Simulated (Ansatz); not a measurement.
# BrClH2NSi (SMILES N[Si](Cl)Br) (doublet): what the fields show

```xyz
6

N    -0.3163    0.6951    0.5036
Si    0.6298   -0.2593   -0.5415
Cl    1.3566   -1.8168    0.5940
Br   -0.6937   -0.9699   -2.1944
H    -0.0202    0.8665    1.4517
H    -0.9139    1.4204    0.1403
```

Geometry: PBE0-D4/def2-TZVP.

All numbers below come from UKS PBE0-D4/def2-TZVPP (Ansatz 0.2.0).

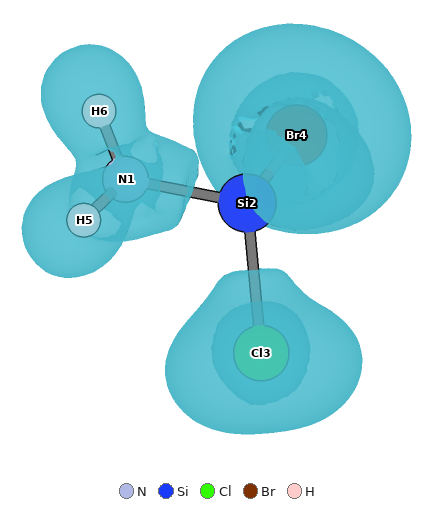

Figure 1. Isosurface of the electron localisation function at 0.75 (cyan), seen at a tilt. Core shells and regions of very low density are left out.

Question: Identify the bonds, lone pairs and shells in this picture.

Answer: At this value the surface marks out one region on Br in which the atom's valence shell and bonds are merged, one region on Cl in which the atom's valence shell and bonds are merged, one lobe on Si, pointing away from the bonds (non-bonding electrons) and one joined region spread over several atoms (H, N), in which their bonds and any lone pairs are merged. Profiles from the grid: Si–N (1.70 Å): the ELF peaks at about 0.90 between the atoms: a polar covalent bond. Si–Cl (2.06 Å): the ELF peaks at about 0.85 between the atoms; a polar covalent bond.

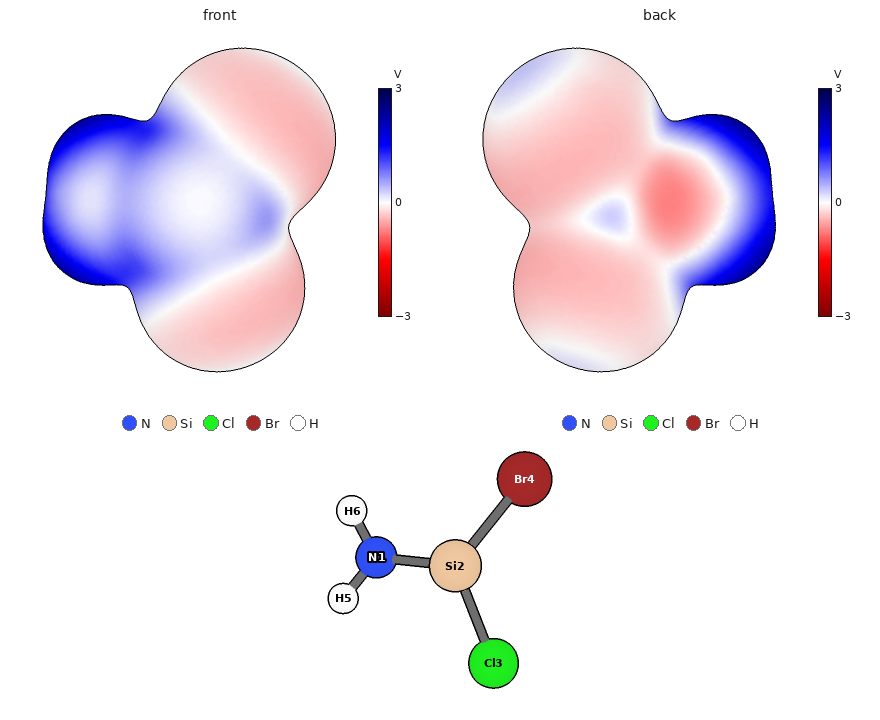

Figure 2. The molecular electrostatic potential painted on the density surface at 0.002 e/bohr³, seen from the front and from behind; red is negative and blue positive. The bare structure is drawn below in the same view.

Question: Which sites attract a positive test charge, and which a negative one?

Answer: A positive charge is drawn to the negative regions and a negative charge to the positive ones. The most negative region (about −0.7 V) lies over N1, the most positive (about +2.3 V) over H5 and H6. Cl3 shows a σ-hole: about +0.1 V at the tip opposite its bond, against about −0.3 V on its flanks. Br4 shows a σ-hole: about +0.3 V at the tip opposite its bond, against about −0.3 V on its flanks.

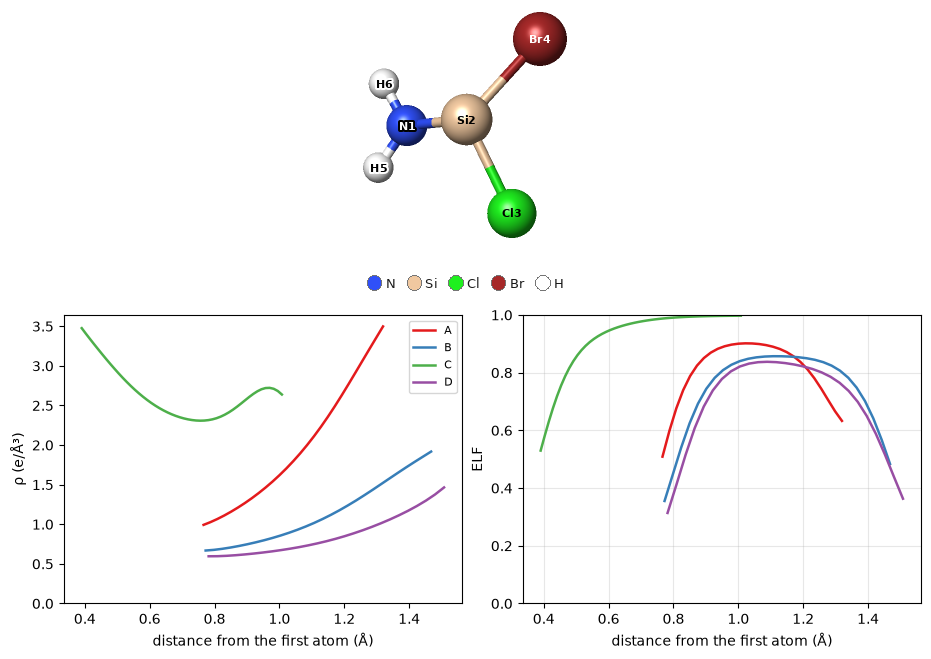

Figure 3. Electron density and electron localisation function along straight lines between neighbouring atoms. The curves leave out the atomic cores. The structure is drawn too.

Question: Which curve belongs to which contact (N–H, Si–Br, Si–Cl and Si–N)? The first atom named is at distance zero.

Answer: Curve A: Si–N (1.70 Å): the density is about 1.2 e/Å³ at the midpoint; the ELF peaks at about 0.90 between the atoms, as expected for a shared but strongly polarised pair. Curve B: Si–Cl (2.06 Å): the density is about 0.89 e/Å³ at the midpoint; the ELF peaks at about 0.85 between the atoms; a shared but strongly polarised pair. Curve C: N–H (1.01 Å): ρ at the midpoint is about 2.9 e/Å³; the ELF climbs to about 1 towards the hydrogen, as it does in any bond to H: an ordinary covalent bond to hydrogen. Curve D: Si–Br (2.23 Å): ρ is about 0.76 e/Å³ halfway; the ELF peaks at about 0.85 between the atoms: a shared but strongly polarised pair.

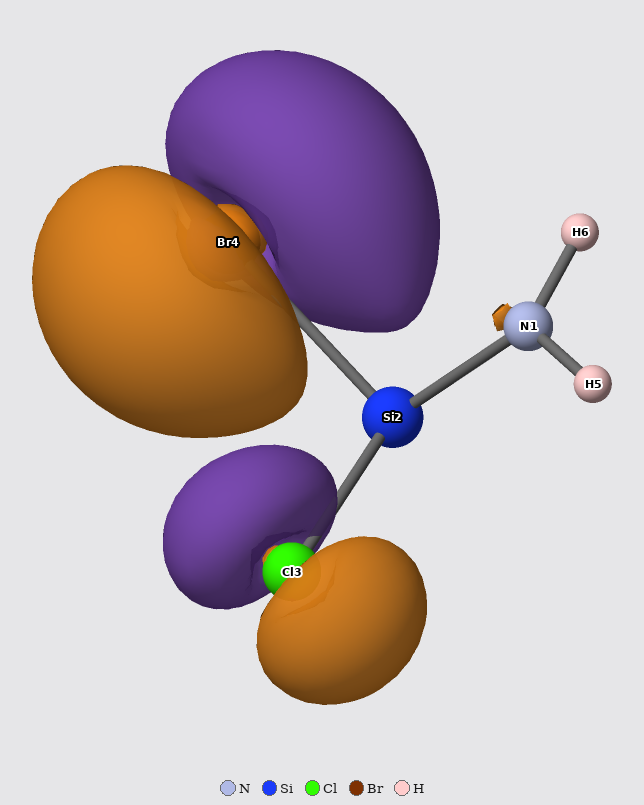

Figure 4. The HOMO−1 (β) at ±0.1 Å⁻³ᐟ² (orange and purple are the two phases), seen at an oblique angle.

Question: Describe this orbital and give its energy.

Answer: Its weight (Hirshfeld) is mainly on Br4 (about 80 %) and Cl3 (about 15 %); largely a lone pair of Br4. Its energy is −8.64 eV.
